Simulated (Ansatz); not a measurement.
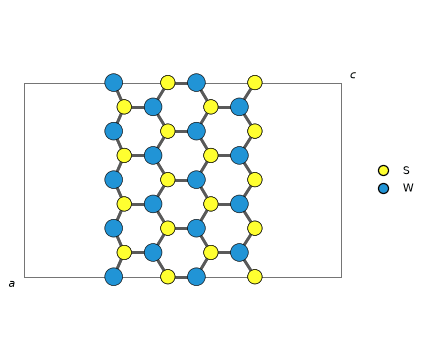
Figure: 4 relaxed periods of a body that repeats along c, seen along b; the cell edge a is 20.5 Å long

These are PBE (plane waves to 420 eV, PAW; Ansatz, an electronic-structure program) values and carry that method's errors. Mesh 1×1×20. Collinear spin, started with opposed moments, and moments remain. One-dimensional cell, images about 11 Å apart. A model structure. Symmetry and one short period hold its shape; lower forms weren't sought. Values not marked SOC lack spin–orbit coupling. Fermi–Dirac width 0.05 eV. The two edges differ, and the field of the images 11 Å away isn't corrected.

Q: What is drawn, and how wide is it?

A: Zigzag WS2 nanoribbon, N = 4, bare edges. An idealised model, cut from the flat sheet.
It measures about 9 Å across, from nucleus to nucleus.
